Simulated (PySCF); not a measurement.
## Electronic structure of C8H19In in real space

| atom | x (Å) | y (Å) | z (Å) |
| --- | --- | --- | --- |
| In | 0.1776 | 0.2737 | -0.0483 |
| C | 2.3716 | 0.2935 | -0.0610 |
| C | 3.0140 | 1.3728 | 0.8036 |
| H | 2.6786 | 0.4109 | -1.1154 |
| H | 2.7123 | -0.7112 | 0.2390 |
| H | 4.1174 | 1.3313 | 0.7715 |
| H | 2.7240 | 2.3856 | 0.4812 |
| H | 2.7276 | 1.2836 | 1.8645 |
| C | -0.9755 | 2.1366 | 0.0511 |
| C | -0.2717 | 3.3833 | -0.4717 |
| H | -1.2657 | 2.2682 | 1.1088 |
| H | -1.9209 | 1.9605 | -0.4899 |
| H | -0.9041 | 4.2852 | -0.3906 |
| H | 0.6575 | 3.5949 | 0.0810 |
| H | 0.0076 | 3.2877 | -1.5337 |
| C | -0.9335 | -1.6467 | -0.0940 |
| C | 0.0299 | -2.8194 | -0.2299 |
| C | -1.9068 | -1.6263 | -1.2693 |
| C | -1.7128 | -1.7586 | 1.2146 |
| H | -0.5204 | -3.7822 | -0.2328 |
| H | 0.6098 | -2.7765 | -1.1665 |
| H | 0.7527 | -2.8640 | 0.6013 |
| H | -1.3899 | -1.5599 | -2.2416 |
| H | -2.6167 | -0.7847 | -1.2099 |
| H | -2.5108 | -2.5564 | -1.2932 |
| H | -2.4289 | -0.9303 | 1.3463 |
| H | -1.0525 | -1.7752 | 2.0986 |
| H | -2.3003 | -2.6993 | 1.2410 |

Geometry: PBE0-D3(BJ)/def2-SVP; core potentials replace the inner electrons of In.

The calculation used CAM-B3LYP/def2-SVPD, SCF density, gas phase, scalar-relativistic core potentials on the heavy atoms in PySCF.

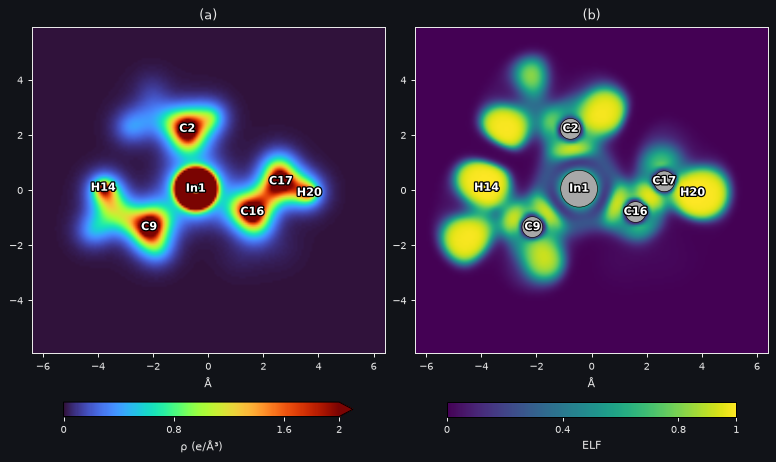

Figure 1. (a) electron density; (b) ELF on the plane of atoms C9, In1 and C16. Grey discs cover the atomic cores in the ELF map.

Q: What do the fields say about this system?

A:
- Atoms in the plane: In, C and H.
- C–C (1.52 Å): the density is about 1.7 e/Å³ at the midpoint; the ELF peaks at about 0.95 between the atoms: a covalent bond.
- C–In (2.19 Å): ρ at the midpoint is about 0.62 e/Å³; the ELF peaks at about 0.90 in the valence shell of C, 0.7 Å from its nucleus, and drops to about 0.15 between the two atoms.
- C–H (1.11 Å): the density is about 1.9 e/Å³ at the midpoint; the ELF climbs to about 1 towards the hydrogen, as it does in any bond to H; a covalent bond by its length.

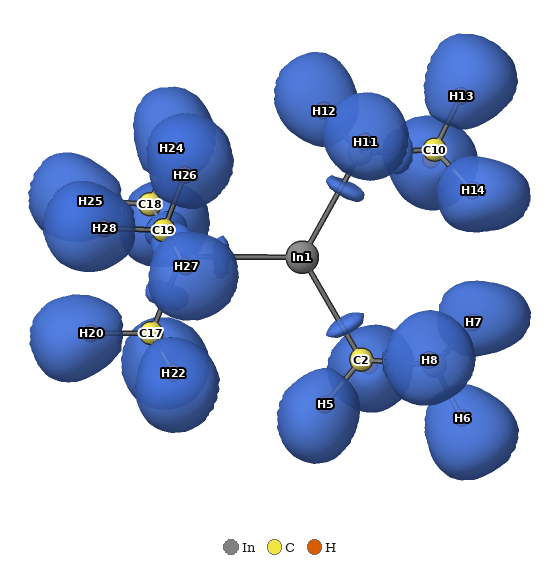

Figure 2. Isosurface of the electron localisation function at 0.85 (blue), seen across its widest extent. Core shells and regions of very low density are left out.

Q: Describe the localisation domains.

A: The ELF exceeds this value in five regions between bonded C–C atoms (shared pairs), 19 regions around hydrogen nuclei and three lobes of the valence shell of C pointing towards In (polar bonds).

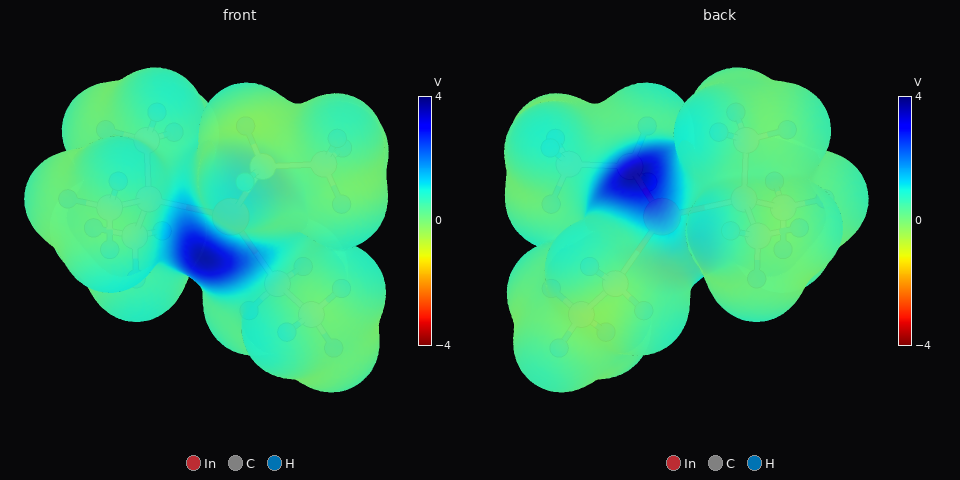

Figure 3. The electrostatic potential painted on the density surface at 0.004 e/bohr³, seen from the front and from behind; red is negative and blue positive.

Q: Describe the electrostatic potential map.

A: The most negative region (about −0.2 V) lies over C2 and C9, the most positive (about +3.5 V) over In1.
